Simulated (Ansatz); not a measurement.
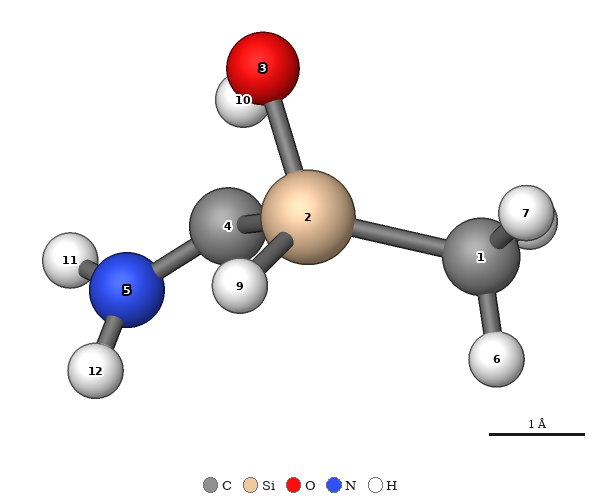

Fig. 1: The structure (ball-and-stick view, seen at a tilt; atoms are numbered from 1 in the order of the input).

# C2H7NOSi: phonon calculation

The run: phonon calculation of C2H7NOSi. Method and program: RKS BLYP/6-31G* (Ansatz 0.2.0).

It belongs to a series of runs on one base structure; here: vibrations at the highest image of the band. Figures and captions count atoms from 1; the log counts them from 0 in places.

### Input
```yaml
crystal:
  periodic: [false, false, false]
  atoms:
    - { symbol: C, position_ang: [-1.365707, 1.015464, 1.179268] }
    - { symbol: Si, position_ang: [0.210417, 0.077245, 0.72278] }
    - { symbol: O, position_ang: [0.342659, -1.543878, 1.098345] }
    - { symbol: C, position_ang: [0.253978, -0.724834, -1.019468] }
    - { symbol: "N", position_ang: [1.154569, -0.581002, -1.974101] }
    - { symbol: H, position_ang: [-1.345343, 2.049098, 0.79045] }
    - { symbol: H, position_ang: [-1.481022, 1.073274, 2.275854] }
    - { symbol: H, position_ang: [-2.256072, 0.506862, 0.774264] }
    - { symbol: H, position_ang: [1.417968, 0.909131, 1.066274] }
    - { symbol: H, position_ang: [0.059962, -1.76138, -0.121901] }
    - { symbol: H, position_ang: [1.328087, -1.321806, -2.664947] }
    - { symbol: H, position_ang: [1.757606, 0.246625, -2.092919] }
basis:
  gaussian: { orbitals: "6-31G*" }
hamiltonian:
  xc: blyp
phonons: {}
```

Run as:
```bash
ansatz run input.yaml --threads 2 --pin off --max-ram 3072MiB --backend cpu --events-out ev --progress --plain --runs-dir out
```

### What the program printed
```
Engine: ansatz 0.2.0, aarch64-unknown-linux-gnu
Functional definition: BLYP
  parameter beta = 0.0042
  parameter a = 0.04918
  parameter b = 0.132
  parameter c = 0.2533
  parameter d = 0.349
  exchange = b88_x(beta = beta)
  correlation = lyp_c(a = a, b = b, c = c, d = d)
1163 factors; their error is unknown
mean field evaluation 1: about -13582.8725 eV, gradient 8.6e1 eV
mean field evaluation 2: about -13447.6818 eV, gradient 2.0e2 eV
mean field evaluation 4: about -13597.6162 eV, gradient 1.4e1 eV
mean field evaluation 8: about -13598.2689 eV, gradient 3.1e-1 eV
mean field evaluation 16: about -13598.1836 eV, gradient 2.4e-3 eV
mean field -13598.18357255 eV, -499.7240291115 hartree, gradient 3.9e-5 eV, S^2 0.000000; 0 other end points of the search recorded, 0 dependent functions left out
the calculation of the forces begins
reference -13598.18388666 eV, -499.7240406548 hartree; 24, 24 occupied and 69, 69 virtual orbitals, 1163 factors
these checks for a lower state are left out or cut short: stability, starts, cluster_reference, orbital_swaps, neighbouring_geometries, increment
1163 factors; their error is unknown
mean field -13598.18344586 eV, -499.7240244554 hartree, gradient 1.1e-6 eV, S^2 0.000000; 0 other end points of the search recorded, 0 dependent functions left out
[... from here on the field's lines of each further geometry are left out, up to the last ...]
the calculation of the forces begins
reference -13598.18386695 eV, -499.7240399305 hartree; 24, 24 occupied and 69, 69 virtual orbitals, 1163 factors
these checks for a lower state are left out or cut short: stability, starts, cluster_reference, orbital_swaps, neighbouring_geometries, increment
1163 factors; their error is unknown
mean field evaluation 448: about -13598.1835 eV, gradient 5.7e-2 eV
mean field -13598.18356123 eV, -499.7240286954 hartree, gradient 1.8e-6 eV, S^2 0.000000; 0 other end points of the search recorded, 0 dependent functions left out
the calculation of the forces begins
reference -13598.18387532 eV, -499.7240402379 hartree; 24, 24 occupied and 69, 69 virtual orbitals, 1163 factors
WARN: phonons: modes at or below zero, which the zero-point energy, F, S and C_V leave out: 1, the lowest at -1435.74 cm⁻¹. A minimum has none, and a first-order saddle one
Total energy: -13598.18388666 eV, -499.7240406548 hartree
Atom 0 at    -1.365707     1.015464     1.179268 Å, force    -0.001287    -0.000895     0.003735 eV/Å
Atom 1 at     0.210417     0.077245     0.722780 Å, force     0.004772    -0.001739    -0.006690 eV/Å
Atom 2 at     0.342659    -1.543878     1.098345 Å, force     0.011074    -0.001079     0.013955 eV/Å
Atom 3 at     0.253978    -0.724834    -1.019468 Å, force    -0.004721    -0.004139     0.010702 eV/Å
Atom 4 at     1.154569    -0.581002    -1.974101 Å, force     0.004152     0.004414     0.007232 eV/Å
Atom 5 at    -1.345343     2.049098     0.790450 Å, force    -0.000216     0.000258    -0.002103 eV/Å
Atom 6 at    -1.481022     1.073274     2.275854 Å, force    -0.000758     0.000627    -0.002435 eV/Å
Atom 7 at    -2.256072     0.506862     0.774264 Å, force    -0.000057    -0.000303    -0.001697 eV/Å
Atom 8 at     1.417968     0.909131     1.066274 Å, force    -0.001908    -0.001162    -0.000504 eV/Å
Atom 9 at     0.059962    -1.761380    -0.121901 Å, force    -0.006157     0.007825    -0.024744 eV/Å
Atom 10 at     1.328087    -1.321806    -2.664947 Å, force    -0.004087     0.000146     0.004238 eV/Å
Atom 11 at     1.757606     0.246625    -2.092919 Å, force    -0.000806    -0.003953    -0.001689 eV/Å
Dipole moment:     0.232585     0.436451    -0.840030 e Å
Vibrations: -1435.74 124.01 126.88 196.96 232.52 300.04 522.28 574.11 631.45 665.82 692.76 700.11 753.37 807.79 877.26 949.11 1077.29 1193.12 1288.17 1434.49 1451.62 1458.33 1657.10 1798.79 2122.51 2963.26 3028.98 3046.33 3290.96 3382.74 cm⁻¹, zero-point energy 2.315292 eV
```

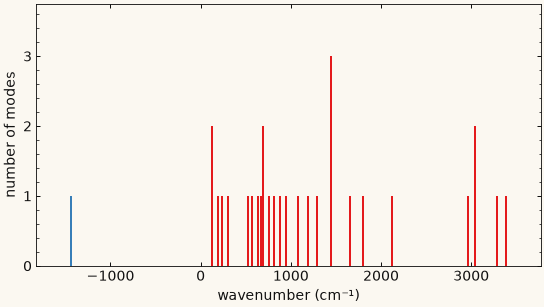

Fig. 2: Harmonic vibrational wavenumbers from the force constants; neighbouring modes closer than 22 cm⁻¹ are counted in one stick, and imaginary ones are drawn at negative wavenumbers. 30 modes from 1436i to 3383 cm⁻¹, 1 imaginary beyond 8i (1436i cm⁻¹): a first-order saddle point, if the geometry is stationary.

### Summary

```csv
quantity,value
outcome,converged
total energy,−13598.1839 eV
mean-field energy,−13598.1839 eV
largest force (length of the vector),0.027 eV/Å
hardware,"2 threads of Arm Neoverse V2, 24 GiB of memory available, shared host"
wall time,65 s (CPU time 2.1 min)
peak memory,0.13 GiB
```
